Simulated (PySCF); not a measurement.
# Br2Cu2H10N2O2 ([(NH3)(H2O)Cu(mu-Br)2Cu(NH3)(H2O)]2+): the cost of one run

Programs: PySCF 2.14.0, with routines of our own; each step states its level. All values are computed. Atoms count from 0.

### Step 1. The starting structure

18 atoms, charge 2, high-spin multiplicity 3; geometry from: idealised, bond lengths from ionic radii.

The system (edge-sharing dimer): [(NH3)(H2O)Cu(mu-Br)2Cu(NH3)(H2O)]2+. The metals (Cu(II), Cu(II)) are 3.60 Å apart; the bridge angle is 92°; the spin sites are atom 0 (1 unpaired) and atom 1 (1 unpaired).

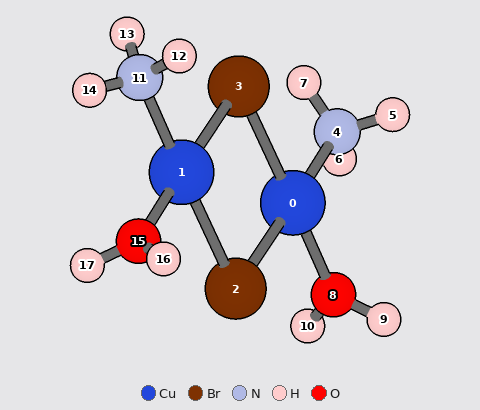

The starting geometry (copper blue, bromine brown, nitrogen light blue, hydrogen pink, oxygen red); sticks join atoms by distance alone.

### Step 2. Magnetic exchange: B3LYP/def2-SVP H:def2-SV(P) in water

Job settings and geometry (Å):

```
{"job": {"kind": "bs", "xc": "B3LYP", "basis": {"default": "def2-SVP", "H": "def2-SV(P)"}, "grid": 1, "solvent": "water"}, "charge": 2, "high_spin_multiplicity": 3, "spin_sites": [[[0], 1], [[1], 1]]}
Cu    -1.799400     0.167200    -0.000000
Cu     1.799400     0.167200    -0.000000
Br    -0.000000     1.917100    -0.000000
Br    -0.000000    -1.582600    -0.000000
N     -3.192800    -1.267500    -0.000000
H     -3.448600    -1.530900     0.951600
H     -4.039800    -0.956700    -0.475800
H     -2.857400    -2.105100    -0.475800
O     -3.151000     1.558900    -0.000000
H     -3.563200     1.983400     0.766300
H     -3.563200     1.983400    -0.766300
N      3.192800    -1.267500    -0.000000
H      3.448600    -1.530900     0.951600
H      2.857400    -2.105100    -0.475800
H      4.039800    -0.956700    -0.475800
O      3.151000     1.558900    -0.000000
H      3.563200     1.983400     0.766300
H      3.563200     1.983400    -0.766300
```

Method: B3LYP/def2-SVP H:def2-SV(P) high-spin and broken-symmetry single points, IEF-PCM water.

Run with:

```console
OMP_NUM_THREADS=1 python exch_run.py task.json out
```

This one command runs all jobs of the session in turn.

**Question.** How long does this first job take on 1 thread of Arm Neoverse N1, shared host, and how much memory does it need?

About 2.2 min, with a peak of 1.1 GiB.
